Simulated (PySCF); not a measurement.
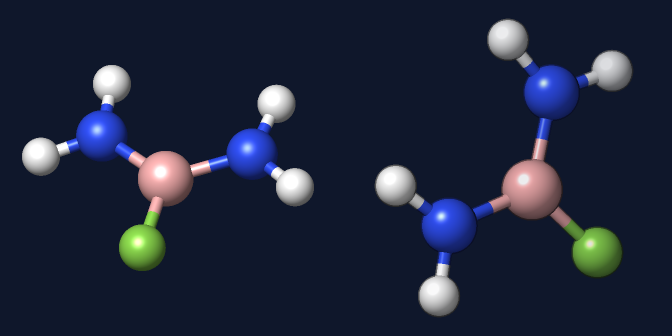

The same structure drawn twice, from different directions. Colours: nitrogen blue, boron pink, fluorine green, hydrogen white.

Computed geometry: PBE0-D3(BJ)/def2-SVP optimisation. No frequency run is at hand to confirm it as a minimum.

> What is the molecular formula?

BFH4N2, 8 atoms: 1 boron, 1 fluorine, 4 hydrogen and 2 nitrogen.

> What is the point group of this geometry?

C2v.

The parts below concern this one geometry. Atoms keep their numbers from picture to picture.

Geometry

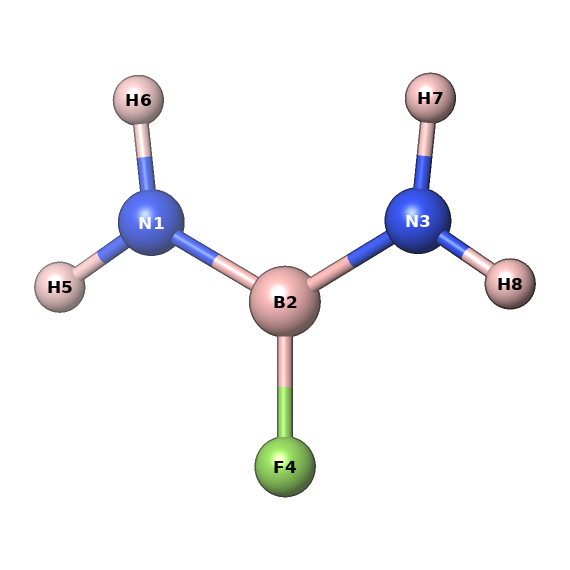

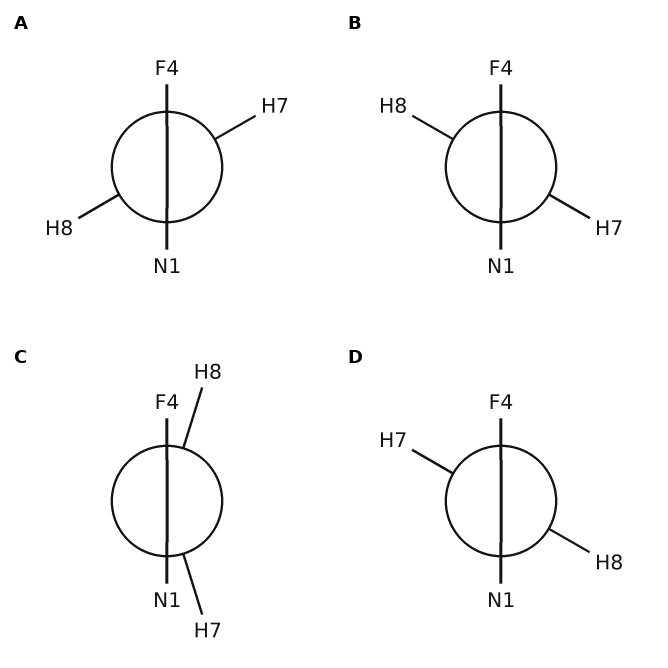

Distant atoms are faded towards the background colour. Bonds that would overlap in a projection are set slightly apart. No frequency run is at hand to confirm it as a minimum.

> Which Newman projection shows the view along B2–N3, with B2 in front?

C. The torsion angle F4–B2–N3–H7 is 180°, antiperiplanar (anti).

NMR shielding

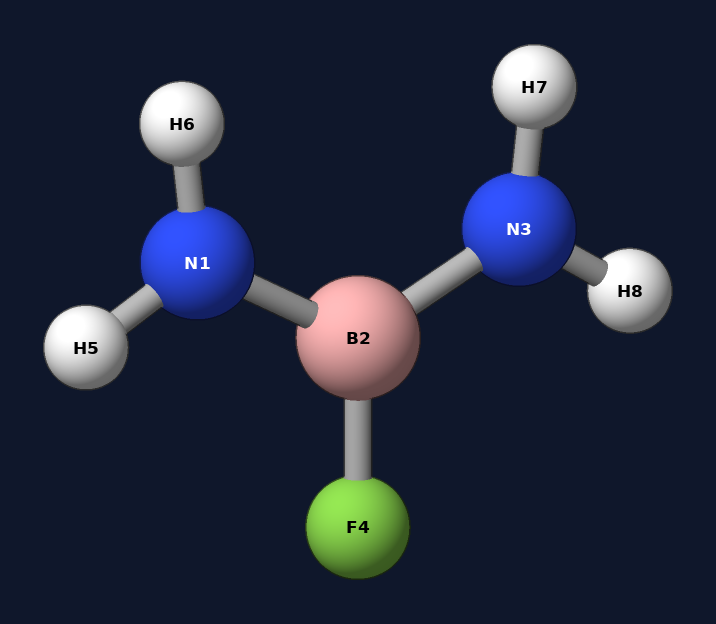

No frequency run is at hand to confirm it as a minimum. Method: GIAO PBE0/6-311+G(2d,p) NMR shielding, non-relativistic, gas phase (PySCF 2.14.0). Principal shieldings σ11 ≤ σ22 ≤ σ33, span Ω = σ33 − σ11, skew κ = 3(σiso − σ22)/Ω.

Give the shielding tensors of the B atoms.

```tsv
atom	σ11	σ22	σ33	σiso	Ω	κ
B2	56.4	93.1	95.1	81.5	38.7	−0.89
```

Shieldings and span in ppm.

Levels of theory compared

No frequency run is at hand to confirm it as a minimum. Program: PySCF 2.14.0.

At this fixed geometry, give HOMO energy (eV), HOMO–LUMO gap (eV), dipole (D) at these levels: B97-D/pcSseg-2; KT2/pcSseg-2; OPBE/pcSseg-2; PBE/pcSseg-2; PBE0/6-311+G(2d,p); PBE0/6-31G*; PBE0/IGLO-III; PBE0/aug-cc-pVDZ; PBE0/cc-pVDZ; PBE0/cc-pVTZ; PBE0/def2-SVP; PBE0/pcSseg-0.

```
             level  HOMO energy (eV)  HOMO–LUMO gap (eV)  dipole (D)
    B97-D/pcSseg-2             −5.75                5.57        2.28
      KT2/pcSseg-2             −5.84                5.52        2.29
     OPBE/pcSseg-2             −5.70                5.48        2.27
      PBE/pcSseg-2             −5.76                5.44        2.30
PBE0/6-311+G(2d,p)             −7.21                7.12        2.37
       PBE0/6-31G*             −6.64                9.19        2.27
     PBE0/IGLO-III             −7.18                7.71        2.32
  PBE0/aug-cc-pVDZ             −7.18                6.90        2.29
      PBE0/cc-pVDZ             −6.72                8.54        2.37
      PBE0/cc-pVTZ             −7.05                8.13        2.32
     PBE0/def2-SVP             −6.82                8.54        2.42
     PBE0/pcSseg-0             −6.81                8.84        2.64
```

Charges

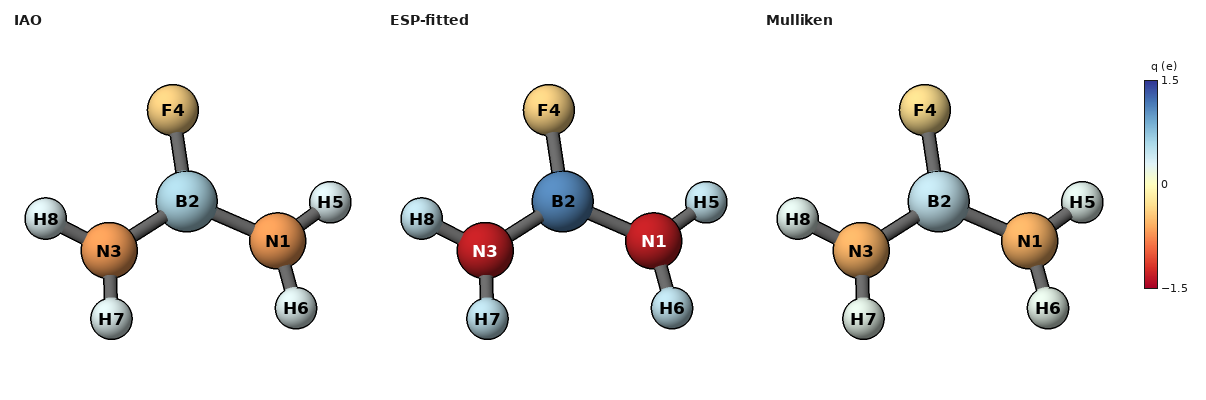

Atomic charges of one calculation by 3 schemes, on one colour scale. No frequency run is at hand to confirm it as a minimum. Computed with PBE0/def2-TZVP (PySCF 2.14.0).

> Which scheme gives the most polar picture (largest mean size of the charges)?

The ESP-fitted charges are the largest in size here, and the Mulliken charges the smallest.

> On which atom do the schemes disagree most?

On N1 (from −1.28 to −0.55 e); N3 (from −1.28 to −0.55 e).

List the charges (e), one line for each set of equivalent atoms.

| atom | IAO | ESP-fitted | Mulliken |
| --- | --- | --- | --- |
| N1, N3 | −0.65 | −1.28 | −0.55 |
| B2 | 0.56 | 1.07 | 0.45 |
| F4 | −0.37 | −0.36 | −0.30 |
| H5, H8 | 0.28 | 0.45 | 0.25 |
| H6, H7 | 0.28 | 0.47 | 0.23 |

Mulliken values depend strongly on the basis set and can even reverse the polarity of a bond.
